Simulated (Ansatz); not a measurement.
**MP2/STO-3G run of CH6B− (SMILES [H][B-]([H])([H])C)**

What is the vertical ionisation energy of CH6B− at MP2/STO-3G? 

The calculation is run with Ansatz 0.2.0.

1 further run of the same task is left out (it didn't finish).

### Step 1. The system as given

CH6B−: 8 atoms, total charge -1, spin state singlet. As SMILES, `[H][B-]([H])([H])C`. The coordinates come from a GFN2-xTB relaxation.

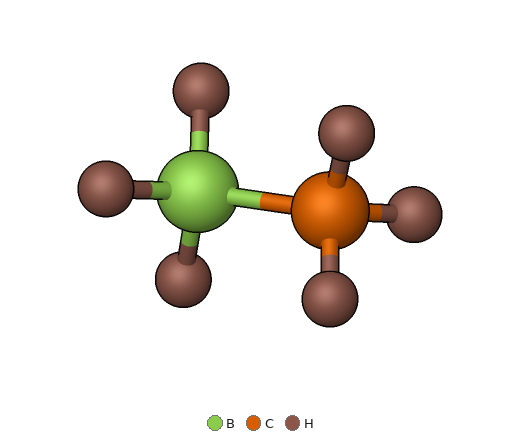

The structure, seen from a chosen angle (boron green, carbon orange, hydrogen brown).

### Step 2. A single-point energy at MP2/STO-3G

Input file job.yaml:

```yaml
crystal:
  periodic: [false, false, false]
  atoms:
    - {symbol: B, position_ang: [-0.002120, 0.003030, -0.820260]}
    - {symbol: C, position_ang: [0.002160, -0.002850, 0.828840]}
    - {symbol: H, position_ang: [-1.010180, 0.041900, 1.245300]}
    - {symbol: H, position_ang: [0.550190, 0.849940, 1.244930]}
    - {symbol: H, position_ang: [0.469650, -0.905360, 1.238890]}
    - {symbol: H, position_ang: [1.151450, -0.035240, -1.249110]}
    - {symbol: H, position_ang: [-0.546150, 1.024230, -1.240270]}
    - {symbol: H, position_ang: [-0.615010, -0.975650, -1.248310]}
basis:
  gaussian: {orbitals: STO-3G}
accuracy: high
correlation: {method: mp2, frozen_orbitals: {B: 1, C: 1, H: 0}}
total_charge: -1
```

Command:

```
$ ansatz run job.yaml --threads 1 --pin off --max-ram 2610MiB --events-out events.jsonl --progress --plain --runs-dir runs
```

Output:

```text
Warning: RAYON_NUM_THREADS=1 ignored (pool sized by the plan → 1); use --threads N
Functional definition: HF
  name "HF"
  exchange = exact_x
  correlation = 0
278 factors; integrals over basis functions are off by at most 1.5e-8 eV
mean field evaluation 1: about -1771.3881 eV, gradient 1.6e1 eV
mean field evaluation 2: about -1771.4850 eV, gradient 1.6e1 eV
mean field evaluation 4: about -1772.5547 eV, gradient 9.6e-1 eV
mean field evaluation 8: about -1772.5576 eV, gradient 1.0e-6 eV
mean field -1772.55762522 eV, -65.1402912441 hartree, gradient 5.4e-8 eV, S^2 0.000000; 0 other end points of the search recorded, 0 dependent functions left out
2 core orbitals not correlated: weight in the atoms' cores, before any rotation towards them, 1.000 or more for the frozen orbitals, at most 0.000 for the correlated occupied ones
reference -1772.55762522 eV, -65.1402912441 hartree; 7, 7 occupied and 7, 7 virtual orbitals, 278 factors
second order -2.61258037 eV of doubles, -0.00000000 eV of singles
Total energy: -1775.17020559 eV, -65.2363018019 hartree
```

Run time: 0.08 s. Hardware: 1 thread of Arm Neoverse V2, shared host.

### Step 3. Doublet neutral CH6B, same level

Input file input.yaml:

```yaml
crystal:
  periodic: [false, false, false]
  atoms:
    - {symbol: B, position_ang: [-0.002120, 0.003030, -0.820260]}
    - {symbol: C, position_ang: [0.002160, -0.002850, 0.828840]}
    - {symbol: H, position_ang: [-1.010180, 0.041900, 1.245300]}
    - {symbol: H, position_ang: [0.550190, 0.849940, 1.244930]}
    - {symbol: H, position_ang: [0.469650, -0.905360, 1.238890]}
    - {symbol: H, position_ang: [1.151450, -0.035240, -1.249110]}
    - {symbol: H, position_ang: [-0.546150, 1.024230, -1.240270]}
    - {symbol: H, position_ang: [-0.615010, -0.975650, -1.248310]}
basis:
  gaussian:
    orbitals: STO-3G
magnetization:
  spin_polarized: true
  initial_magnetization: 1
correlation:
  method: mp2
  frozen_orbitals: {B: 1, C: 1, H: 0}
accuracy: high
```

Command:

```
$ ansatz run input.yaml --threads 1 --pin off --max-ram 2610MiB --events-out events.jsonl --progress --plain --runs-dir runs
```

Output:

```text
Warning: RAYON_NUM_THREADS=1 ignored (pool sized by the plan → 1); use --threads N
[... 4 set-up lines as earlier in the session ...]
278 factors; integrals over basis functions are off by at most 1.5e-8 eV
mean field evaluation 1: about -1769.8617 eV, gradient 1.2e1 eV
mean field evaluation 2: about -1769.9362 eV, gradient 1.2e1 eV
mean field evaluation 4: about -1771.1529 eV, gradient 1.1e0 eV
mean field evaluation 8: about -1771.1728 eV, gradient 1.5e-2 eV
mean field evaluation 16: about -1771.0131 eV, gradient 4.4e-1 eV
mean field evaluation 32: about -1771.0481 eV, gradient 9.6e-1 eV
mean field -1771.17283719 eV, -65.0894012226 hartree, gradient 1.2e-8 eV, S^2 0.756674; 6 other end points of the search recorded, 0 dependent functions left out
2 core orbitals not correlated: weight in the atoms' cores, before any rotation towards them, 1.000 or more for the frozen orbitals, at most 0.000 for the correlated occupied ones
reference -1771.17283719 eV, -65.0894012226 hartree; 7, 6 occupied and 7, 8 virtual orbitals, 278 factors
second order -2.48385818 eV of doubles, -0.00000000 eV of singles
Total energy: -1773.65669536 eV, -65.1806813270 hartree
```

Wall time 0.16 s (1 thread of Arm Neoverse V2, shared host).

### Step 4. Results

Level: MP2/STO-3G, 2 core orbitals frozen.

| quantity | value |
| --- | --- |
| singlet CH6B−: total energy | -65.23630 Eh |
| singlet CH6B−: correlation energy (2 core orbitals frozen) | -96.0 mEh |
| doublet neutral CH6B: total energy | -65.18068 Eh |
| doublet neutral CH6B: correlation energy (2 core orbitals frozen) | -91.3 mEh |
| doublet neutral CH6B: ⟨S²⟩ of the reference determinant | 0.757 |
| vertical detachment energy (to the doublet neutral) | 1.514 eV |

In words: The vertical ionisation energy comes to 1.51 eV (146 kJ/mol). In a minimal basis such a difference can be off by several eV, whatever the method.
